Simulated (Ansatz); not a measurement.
Band structure of PtSe2 (P-3m1, 3 atoms in the cell).

```
CELL_PARAMETERS angstrom
      1.81875    -3.15016     0.00000
      1.81875     3.15016     0.00000
      0.00000     0.00000     4.95402
ATOMIC_POSITIONS crystal
  Pt 0.00000 0.00000 0.00000
  Se 0.33333 0.66667 0.25500
  Se 0.66667 0.33333 0.74500
```

Method: PBE (plane waves, PAW; Ansatz, a program for electronic structure).

Settings: kpoints.mp_grid.grid = 8 8 5; hamiltonian.xc = pbe; hamiltonian.pseudopotentials = {kind: paw} (the program's default PAW files); scf.occupations.method = fermi_dirac; scf.occupations.width = 0.02 eV; kpoints.band_path.npoints = 8.

The starting cell has typed, rounded lattice constants, without a prior relaxation at this level. Its lattice was rescaled by a random factor within 2.5 % of one. Spin-orbit coupling is off. Spin polarisation is off.

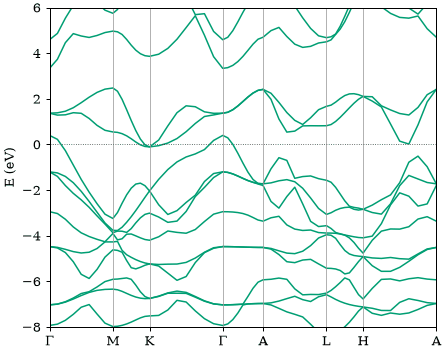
Fig. 1. Bands along the path, energies from the Fermi level.

Levels in eV from the Fermi level, bands 22 to 29:
```
point     22     23     24     25     26     27    28    29
-----  -----  -----  -----  -----  -----  -----  ----  ----
Γ      -2.95  -1.20  -1.20   0.40   1.37   1.37  3.34  4.59
M      -3.90  -3.87  -3.76  -3.24   0.55   2.48  4.97  5.75
K      -4.20  -3.01  -2.04  -2.04  -0.11  -0.11  3.86  7.71
A      -3.36  -1.80  -1.72  -1.72   2.41   2.41  4.70  6.69
L      -3.88  -3.56  -3.07  -1.57   0.82   1.67  4.50  4.68
H      -4.76  -4.09  -2.84  -2.84   2.11   2.11  6.89  7.22
```

Bands cross the Fermi level along this path, so the cell is metallic at this level.

Keys are those of Ansatz 0.2.
